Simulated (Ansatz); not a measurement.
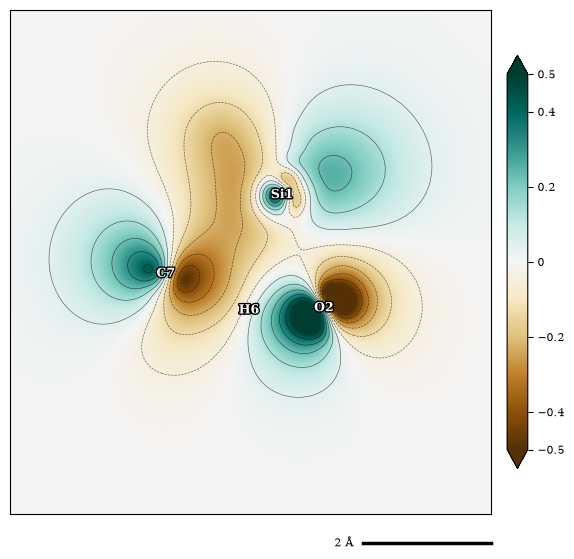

H5OSi···CH3. The HOMO−1 on the plane of atoms Si1, O2 and H6 (values in Å⁻³ᐟ²; the overall sign is arbitrary).

A transition-state structure; geometry: PBE0-D4/def2-TZVP.

All numbers below come from Ansatz, RKS PBE0-D4/def2-TZVPP.

```xyz
11

Si   -0.9675    0.1236    0.3145
O     0.4912    1.0366    1.0930
H    -1.5319   -1.1506   -0.2364
H    -1.6012    0.0654    1.6774
H    -1.5355    1.2378   -0.4744
H     0.8968    0.3469    0.2378
C     0.7573   -0.4862   -0.9159
H     0.6858    0.7846    2.0023
H     0.8488   -1.5593   -0.7518
H     0.1914   -0.3112   -1.8324
H     1.7646   -0.0878   -1.1141
```

Q: Describe this orbital and give its energy.

A: By Hirshfeld shares it lies mainly on Si1 (about 25 %), O2 (about 20 %), C7 (about 15 %), H4 (about 15 %) and H3 (about 10 %). Its energy is −8.48 eV.
